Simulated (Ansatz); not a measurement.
**Cl3HHfO: molecular dynamics**

Aim: follow the molecule's vibrations and see whether its bonds hold. The start is relaxed first. Runs: 300 steps of 0.5 fs under a Langevin thermostat at 500 K.

Method: RHF/def2-SVP, in Ansatz 0.2.0.

## Step 1: Starting point

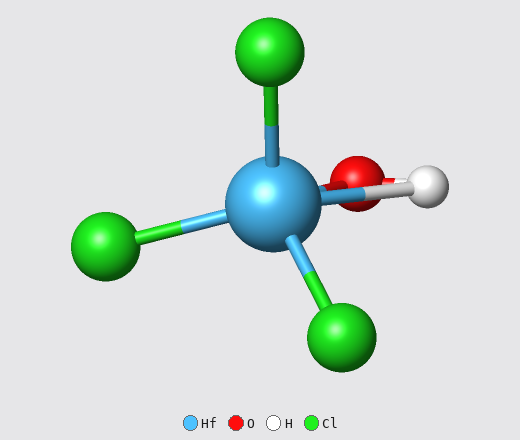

The starting structure, seen from a chosen angle (hafnium blue, oxygen red, hydrogen white, chlorine green).

As a file:

```xyz
6

Hf    0.0000    0.0000    0.0000
O     0.0000    0.0000    2.0700
H    -0.9095   -0.2814    2.4071
Cl    2.3764    0.0000   -0.8392
Cl   -1.1869    2.0563   -0.8392
Cl   -1.1869   -2.0563   -0.8392
```

## Step 2: Preparing the start

input.yaml reads:

```yaml
crystal:
  periodic: [false, false, false]
  atoms:
    - { symbol: Hf, position_ang: [0.0, 0.0, 0.0] }
    - { symbol: O, position_ang: [0.0, 0.0, 2.07] }
    - { symbol: H, position_ang: [-0.9095, -0.2814, 2.4071] }
    - { symbol: Cl, position_ang: [2.3764, 0.0, -0.8392] }
    - { symbol: Cl, position_ang: [-1.1869, 2.0563, -0.8392] }
    - { symbol: Cl, position_ang: [-1.1869, -2.0563, -0.8392] }
basis:
  gaussian: { orbitals: def2-SVP }
hamiltonian:
  xc: hf
relax:
  f_tol: 0.02
  max_steps: 40
output:
  orbitals: {}
```

The run is started by

```sh
ansatz run input.yaml --threads 1 --pin off --max-ram 2048MiB --backend cpu --events-out ev --progress --plain --runs-dir out
```

The program printed, cut to the lines that bear on the results:

```text
Warning: RAYON_NUM_THREADS=1 ignored (pool sized by the plan → 1); use --threads N
[...]
Functional definition: HF
[...]
1049 factors; integrals over basis functions are off by at most 3.1e-4 eV
[...]
mean field -40850.11482351 eV, -1501.2140305617 hartree, gradient 2.7e-5 eV, S^2 0.000000; 0 other end points of the search recorded, 0 dependent functions left out
[...]
reference -40850.11482351 eV, -1501.2140305617 hartree; 36, 36 occupied and 69, 69 virtual orbitals, 1049 factors
relax step   1: F+E_penalty+E_count = -40850.11482351 eV  Δ(F+E_penalty+E_count) = +0.000e0 eV  max|allowed force component| = 3.020e0 eV/Å  Δτ_max = 0.0000 Å  (42 SCF iters, accepted)
[...]
relax step   6: F+E_penalty+E_count = -40851.31898814 eV  Δ(F+E_penalty+E_count) = -9.168e-2 eV  max|allowed force component| = 1.160e-1 eV/Å  Δτ_max = 0.1995 Å  (37 SCF iters, accepted)
[...]
relax step   7: F+E_penalty+E_count = -40851.31995235 eV  Δ(F+E_penalty+E_count) = -9.642e-4 eV  max|allowed force component| = 1.655e-2 eV/Å  Δτ_max = 0.0276 Å  (38 SCF iters, accepted)
1049 factors; integrals over basis functions are off by at most 5.2e-4 eV
mean field -40851.31995235 eV, -1501.2583182297 hartree, gradient 1.1e-5 eV, S^2 0.000000; 1 other end points of the search recorded, 0 dependent functions left out
[...]
reference -40851.31995235 eV, -1501.2583182297 hartree; 36, 36 occupied and 69, 69 virtual orbitals, 1049 factors
Total energy: -40851.31995235 eV, -1501.2583182297 hartree
Atom 0 at    -0.103427    -0.031843    -0.069794 Å, force     0.000843     0.000648    -0.015502 eV/Å
Atom 1 at    -0.323147    -0.100534     1.808437 Å, force    -0.002829    -0.001195     0.016551 eV/Å
Atom 2 at    -0.437435    -0.137203     2.741946 Å, force     0.003397     0.001563    -0.007576 eV/Å
Atom 3 at     2.214165    -0.008569    -0.582854 Å, force     0.002656    -0.000582     0.004279 eV/Å
Atom 4 at    -1.132176     1.939708    -0.899826 Å, force    -0.002282     0.003165     0.002020 eV/Å
Atom 5 at    -1.124880    -1.942959    -1.038409 Å, force    -0.001785    -0.003598     0.000229 eV/Å
Dipole moment:    -0.077023    -0.024516     0.649251 e Å
```

Wall time 14 s (1 thread of Intel Xeon 6975P-C (Granite Rapids), shared host); peak memory 0.25 GiB.

Step by step:

```
step  energy from step 1 (eV)  largest force component (eV/Å)
   1                   0.0000                          3.0199
   2                  -0.8730                          2.1299
   3                  -1.0419                          0.4993
   4                  -1.0901                          0.5196
   5                  -1.1125                          2.1501
   6                  -1.2042                          0.1160
   7                  -1.2051                          0.0166
```

Step 1 is the start.

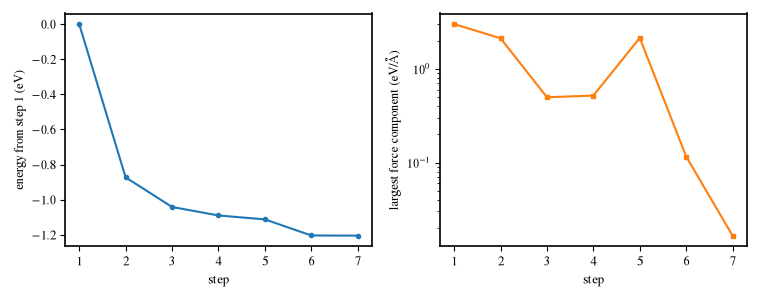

Energy and largest force along the relaxation.

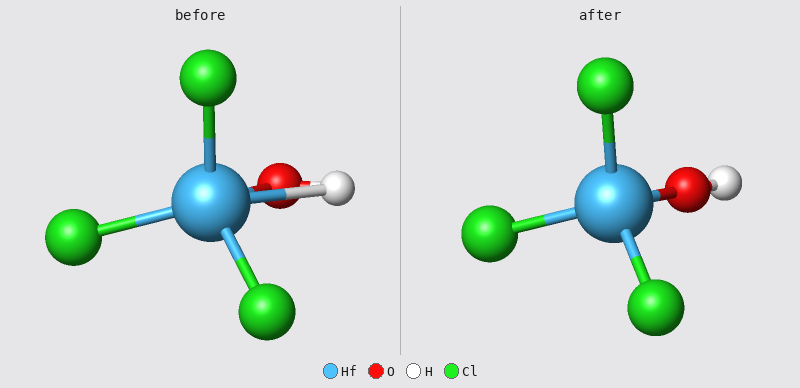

Before and after, at one scale.

After: Bond lengths: Hf1–O2 1.892 Å, O2–H3 0.941 Å, Hf1–Cl4 2.374 Å, Hf1–Cl5 2.374 Å, Hf1–Cl6 2.374 Å. Angles: Hf1–O2–H3 179.7°, O2–Hf1–Cl4 109.2°, O2–Hf1–Cl5 109.1°, O2–Hf1–Cl6 109.0°, Cl4–Hf1–Cl5 109.8°, Cl4–Hf1–Cl6 109.9°, Cl5–Hf1–Cl6 109.8°.

## Step 3: Dynamics

300 steps of 0.5 fs under a Langevin thermostat at 500 K, from the relaxed start.

input.yaml reads:

```yaml
crystal:
  periodic: [false, false, false]
  atoms:
    - { symbol: Hf, position_ang: [-0.103427, -0.031843, -0.069794] }
    - { symbol: O, position_ang: [-0.323147, -0.100534, 1.808437] }
    - { symbol: H, position_ang: [-0.437435, -0.137203, 2.741946] }
    - { symbol: Cl, position_ang: [2.214165, -0.008569, -0.582854] }
    - { symbol: Cl, position_ang: [-1.132176, 1.939708, -0.899826] }
    - { symbol: Cl, position_ang: [-1.12488, -1.942959, -1.038409] }
basis:
  gaussian: { orbitals: def2-SVP }
hamiltonian:
  xc: hf
md:
  timestep: 0.5
  n_steps: 300
  ensemble: nvt_langevin
  temperature: 500.0
  initial_velocities: maxwell_boltzmann
  seed: 759811
  friction: 0.05
```

The run is started by

```sh
ansatz run input.yaml --threads 1 --pin off --max-ram 2048MiB --backend cpu --events-out ev --progress --plain --runs-dir out
```

The program printed, cut to the lines that bear on the results:

```text
Warning: RAYON_NUM_THREADS=1 ignored (pool sized by the plan → 1); use --threads N
[...]
[... 1 set-up line as earlier in the session ...]
[...]
1050 factors; integrals over basis functions are off by at most 3.1e-4 eV
[...]
mean field -40851.31995043 eV, -1501.2583181590 hartree, gradient 1.7e-5 eV, S^2 0.000000; 0 other end points of the search recorded, 0 dependent functions left out
[...]
reference -40851.31995043 eV, -1501.2583181590 hartree; 36, 36 occupied and 69, 69 virtual orbitals, 1050 factors
md step     0: t =     0.00 fs  T =   416.7 K  F+E_penalty+E_count = -40851.31995043 eV  E_kin = 0.323150 eV  (39 SCF iters)
[...]
md step    22: t =    11.00 fs  T =   564.6 K  F+E_penalty+E_count = -40851.19368224 eV  E_kin = 0.437908 eV  (38 SCF iters)
[...]
md step    44: t =    22.00 fs  T =   489.4 K  F+E_penalty+E_count = -40851.04888566 eV  E_kin = 0.379561 eV  (38 SCF iters)
[...]
md step    66: t =    33.00 fs  T =   191.7 K  F+E_penalty+E_count = -40851.06726929 eV  E_kin = 0.148657 eV  (39 SCF iters)
[...]
md step    88: t =    44.00 fs  T =   276.5 K  F+E_penalty+E_count = -40851.15921345 eV  E_kin = 0.214414 eV  (38 SCF iters)
md step    89: t =    44.50 fs  T =   265.2 K  F+E_penalty+E_count = -40851.16562190 eV  E_kin = 0.205659 eV  (39 SCF iters)
```

## Step 4: The output, continued: dynamics from the start

Output, continued, cut to the lines that bear on the results:

```text
md step    90: t =    45.00 fs  T =   291.6 K  F+E_penalty+E_count = -40851.17231169 eV  E_kin = 0.226116 eV  (38 SCF iters)
[...]
md step   119: t =    59.50 fs  T =   386.2 K  F+E_penalty+E_count = -40851.26446186 eV  E_kin = 0.299548 eV  (38 SCF iters)
[...]
md step   148: t =    74.00 fs  T =   204.0 K  F+E_penalty+E_count = -40851.25763173 eV  E_kin = 0.158206 eV  (39 SCF iters)
[...]
md step   177: t =    88.50 fs  T =   580.5 K  F+E_penalty+E_count = -40851.23721227 eV  E_kin = 0.450246 eV  (38 SCF iters)
[...]
md step   205: t =   102.50 fs  T =   551.1 K  F+E_penalty+E_count = -40851.19200167 eV  E_kin = 0.427410 eV  (39 SCF iters)
md step   206: t =   103.00 fs  T =   529.8 K  F+E_penalty+E_count = -40851.18606295 eV  E_kin = 0.410901 eV  (39 SCF iters)
```

## Step 5: The log goes on: dynamics from the start

Output, continued, cut to the lines that bear on the results:

```text
md step   207: t =   103.50 fs  T =   420.9 K  F+E_penalty+E_count = -40851.17979009 eV  E_kin = 0.326435 eV  (39 SCF iters)
[...]
md step   230: t =   115.00 fs  T =   456.1 K  F+E_penalty+E_count = -40851.13542683 eV  E_kin = 0.353701 eV  (38 SCF iters)
[...]
md step   253: t =   126.50 fs  T =   618.7 K  F+E_penalty+E_count = -40851.08983623 eV  E_kin = 0.479869 eV  (38 SCF iters)
[...]
md step   276: t =   138.00 fs  T =   536.2 K  F+E_penalty+E_count = -40851.01461992 eV  E_kin = 0.415818 eV  (39 SCF iters)
[...]
md step   299: t =   149.50 fs  T =   453.7 K  F+E_penalty+E_count = -40851.04047436 eV  E_kin = 0.351886 eV  (41 SCF iters)
[...]
md step   300: t =   150.00 fs  T =   415.5 K  F+E_penalty+E_count = -40851.02618107 eV  E_kin = 0.322264 eV  (41 SCF iters)
Total energy: -40851.02618107 eV, -1501.2475223342 hartree
Atom 0 at    -0.077090     0.085227    -0.075971 Å, force    -0.742033    -1.300722     0.968004 eV/Å
Atom 1 at    -0.509650     0.098731     1.814708 Å, force    -0.640053     0.329707     1.195975 eV/Å
Atom 2 at    -0.914875     0.168661     2.725326 Å, force     1.259946    -0.229742    -2.747475 eV/Å
Atom 3 at     2.276037     0.275980    -0.601598 Å, force    -0.692720     0.034274     0.225756 eV/Å
Atom 4 at    -1.400380     1.826783    -1.023574 Å, force     0.284665    -0.223294     0.020757 eV/Å
Atom 5 at    -0.898207    -2.131466    -0.834530 Å, force     0.530195     1.389777     0.336983 eV/Å
Dipole moment:    -0.093279     0.212711     0.599429 e Å
```

It took 8.1 min on 1 thread of Intel Xeon 6975P-C (Granite Rapids), shared host; peak memory 0.25 GiB.

## Step 6: Frames and traces

One step in 22; energies are changes from step 0:

```
time (fs)  T (K)  potential energy change (meV/atom)
      0.0    417                                 0.0
     11.0    565                                21.0
     22.0    489                                45.2
     33.0    192                                42.1
     44.0    276                                26.8
     55.0    337                                 7.9
     66.0    347                                12.8
     77.0    456                                 6.8
     88.0    450                                14.3
     99.0    532                                14.9
    110.0    369                                33.4
    121.0    600                                40.1
    132.0    876                                25.5
    143.0    756                                57.3
    150.0    416                                49.0
```

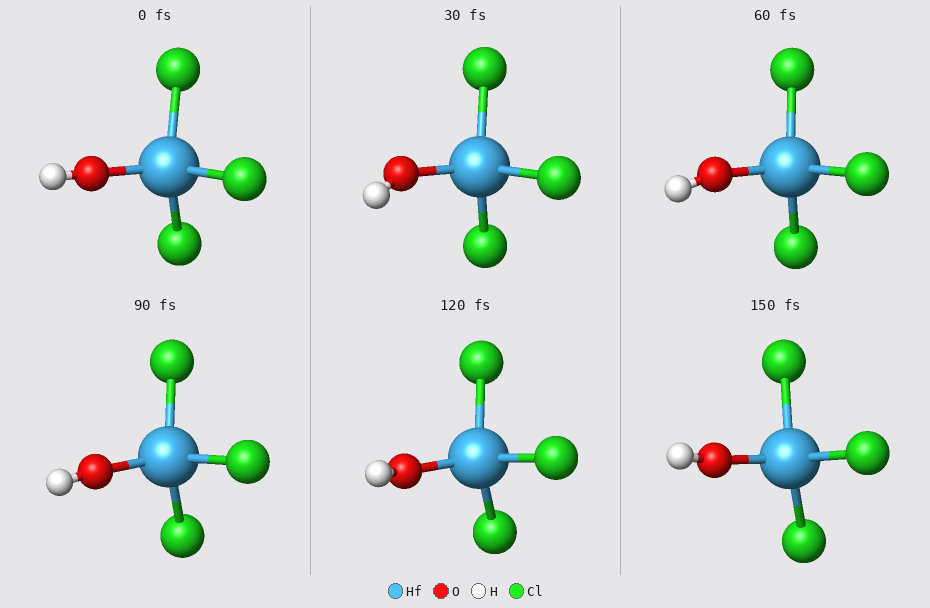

Six frames of the run, seen from a chosen angle. Sticks join atoms within a bonding distance in each frame.

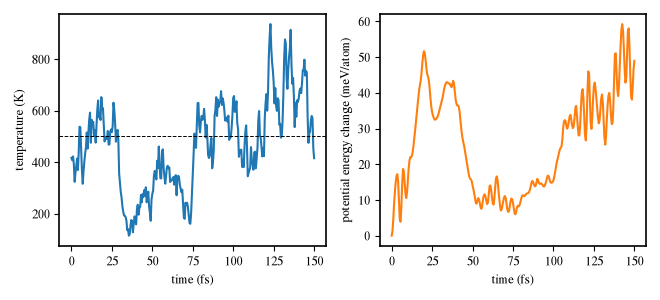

Time series of the run, each on its own scale. The dashed line is the set temperature.

## Step 7: Snapshots as a file

Positions (Å) and forces (eV/Å):

```xyz
6
time_fs=19.0 T=606 dE=0.2913
Hf   -0.090   -0.044   -0.086   -2.183    1.492   -2.067
O    -0.382   -0.082    1.731    0.396    0.294    3.360
H    -0.156    0.078    2.655   -0.513   -0.299   -1.104
Cl    2.145    0.072   -0.486    1.961    0.001   -0.320
Cl   -1.161    1.996   -0.979    0.510   -0.915    0.407
Cl   -1.128   -1.934   -1.000   -0.170   -0.572   -0.276
6
time_fs=37.5 T=171 dE=0.2542
Hf   -0.104   -0.027   -0.136   -1.916    0.876    2.254
O    -0.334   -0.058    1.832    0.213   -0.211   -2.901
H    -0.368    0.391    2.645   -0.040    0.314    0.809
Cl    2.170    0.098   -0.454    1.198   -0.008   -0.352
Cl   -1.194    1.967   -1.034    0.491   -0.809    0.333
Cl   -1.151   -1.958   -0.998    0.054   -0.162   -0.144
6
time_fs=56.0 T=442 dE=0.0513
Hf   -0.121   -0.011   -0.132    0.215    0.246   -0.315
O    -0.331   -0.026    1.727    0.040    0.310    1.538
H    -0.259    0.139    2.665   -0.149   -0.225   -0.777
Cl    2.224    0.068   -0.490    0.070   -0.020   -0.139
Cl   -1.207    1.901   -1.017   -0.025    0.117   -0.064
Cl   -1.140   -1.960   -0.951   -0.151   -0.429   -0.243
6
time_fs=75.0 T=342 dE=0.0548
Hf   -0.103   -0.008   -0.095    0.159   -0.168   -0.039
O    -0.352    0.080    1.775    0.172   -0.440    1.759
H    -0.300   -0.077    2.728   -0.168    0.343   -1.476
Cl    2.232    0.099   -0.533   -0.019   -0.064   -0.034
Cl   -1.180    1.843   -1.045   -0.203    0.409   -0.213
Cl   -1.123   -1.975   -0.950    0.059   -0.080    0.003
6
time_fs=94.0 T=632 dE=0.0824
Hf   -0.075   -0.002   -0.084   -0.387    1.627    1.036
O    -0.281    0.248    1.816    0.132   -0.349   -0.804
H    -0.388    0.445    2.732    0.014   -0.056   -0.151
Cl    2.211    0.113   -0.655    0.200   -0.047   -0.048
Cl   -1.232    1.897   -1.019    0.320   -0.519    0.119
Cl   -1.035   -1.950   -0.934   -0.279   -0.657   -0.153
6
time_fs=112.5 T=371 dE=0.1838
Hf   -0.072    0.033   -0.079   -0.949   -0.928    0.556
O    -0.233    0.200    1.843    0.168   -0.285   -1.270
H    -0.741    0.589    2.522   -0.229    0.190    0.698
Cl    2.147    0.107   -0.707    1.079    0.131   -0.215
Cl   -1.246    1.826   -1.022   -0.207    0.363   -0.173
Cl   -0.938   -2.024   -1.023    0.138    0.529    0.403
6
time_fs=131.0 T=664 dE=0.1954
Hf   -0.090    0.067   -0.062   -0.052   -2.482   -0.729
O    -0.354    0.102    1.792    0.322   -0.288   -1.397
H    -0.485    0.339    2.659   -0.348    0.466    2.305
Cl    2.176    0.191   -0.657    0.501    0.166   -0.014
Cl   -1.274    1.790   -1.009   -0.708    1.101   -0.572
Cl   -0.882   -2.106   -0.917    0.284    1.037    0.407
6
time_fs=150.0 T=416 dE=0.2938
Hf   -0.077    0.085   -0.076   -0.742   -1.301    0.968
O    -0.510    0.099    1.815   -0.640    0.330    1.196
H    -0.915    0.169    2.725    1.260   -0.230   -2.748
Cl    2.276    0.276   -0.602   -0.693    0.034    0.226
Cl   -1.400    1.827   -1.024    0.285   -0.223    0.021
Cl   -0.898   -2.131   -0.835    0.530    1.390    0.337
```

## Step 8: Results

| quantity | value |
| --- | --- |
| relaxation of the start | 6 moves, 1.205 eV lower |
| length | 300 steps of 0.5 fs |
| temperature, first and last step | 417 and 416 K |
| temperature, second half | mean 577 K, from 342 to 936 K |
| potential energy, second half | +28 meV/atom from the start |
| bonds formed or broken | 0 |

In words: Against a set 500 K the second half averages 577 K with a spread of 130 K. No bond forms or breaks. 150 fs on 6 atoms is far too short and small for converged averages. The nuclei move classically, without zero-point motion, which matters most for hydrogen.
